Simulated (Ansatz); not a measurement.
```yaml
atoms:
  - { symbol: C, position_ang: [-1.0039, -2.3871, -0.1622] }
  - { symbol: N, position_ang: [-1.0014, -1.0850, 0.1010] }
  - { symbol: C, position_ang: [-0.1507, -0.1009, -0.2309] }
  - { symbol: N, position_ang: [0.7798, -0.3722, -1.2233] }
  - { symbol: O, position_ang: [-0.7295, 1.1738, -0.1287] }
  - { symbol: Si, position_ang: [0.0655, 2.1675, 0.9656] }
  - { symbol: H, position_ang: [-0.1845, -2.7917, -0.7513] }
  - { symbol: H, position_ang: [-1.7350, -3.0084, 0.3482] }
  - { symbol: H, position_ang: [-1.7789, -0.7376, 0.6597] }
  - { symbol: H, position_ang: [1.6880, 0.0553, -1.0738] }
  - { symbol: H, position_ang: [0.4506, -0.1410, -2.1658] }
  - { symbol: H, position_ang: [-0.1012, 1.6610, 2.3614] }
  - { symbol: H, position_ang: [-0.5478, 3.5200, 0.8330] }
  - { symbol: H, position_ang: [1.5238, 2.2422, 0.6433] }
```

Level of theory: RKS PBE0-D4/def2-SVP (Ansatz 0.2.0).

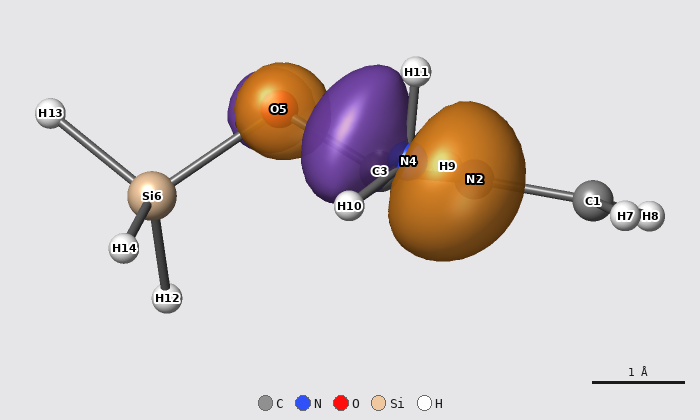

C₂H₈N₂OSi. The HOMO−1 at ±0.2 Å⁻³ᐟ² (orange and purple are the two phases), seen from one side.

Describe this orbital and give its energy.

Its weight (Hirshfeld) is mainly on N4 (about 65 %), O5 (about 15 %) and C3 (about 5 %). Its energy is −7.43 eV.
